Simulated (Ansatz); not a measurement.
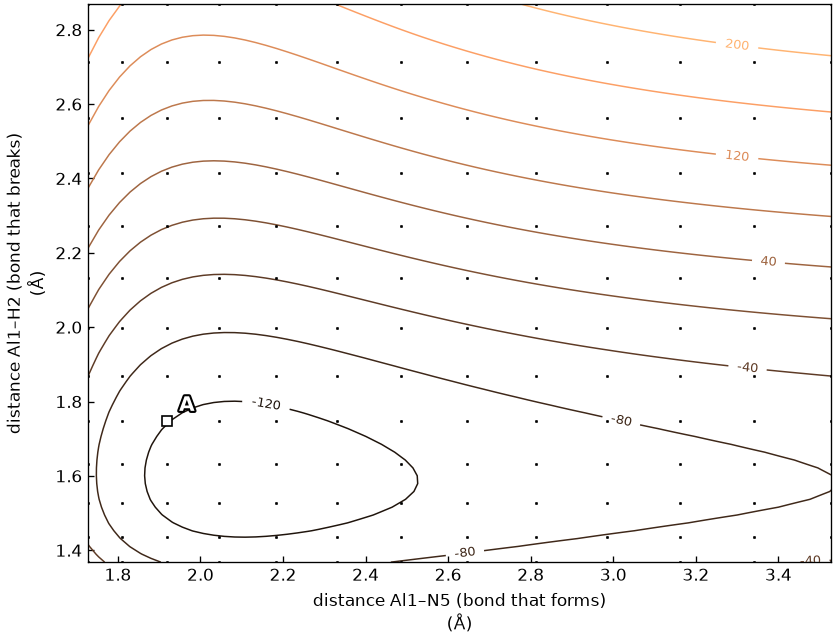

The reacting system C₂H₆AlN (fragments AlH₃ + C₂H₃N where the first distance is long, C₂H₅AlN + H where the second is long). 
- The first coordinate is: distance Al1–N5 (bond that forms); the second: distance Al1–H2 (bond that breaks).
- Relaxed at each point: all other coordinates.
- The grid has 13 × 13 points.
- Points are written as (first, second).
- Energies: kJ/mol, counted from a guessed transition structure relaxed with its forming and breaking bonds held.
- The reference is spin-restricted, so regions where a bond is pulled apart into radicals lie too high.
- Computed with Ansatz, RHF/def2-SVP.

In the figure: contour lines labelled in kJ/mol, dots at the grid points, the point A. Between grid points the surface is interpolated.

Q: Is A at rest? If not, where is it pushed?

A: A, at (1.920 Å, 1.748 Å), is not a stationary point. The computed force is 138 kJ/mol for each Å towards larger values of the first coordinate and 140 kJ/mol for each Å towards smaller values of the second coordinate.
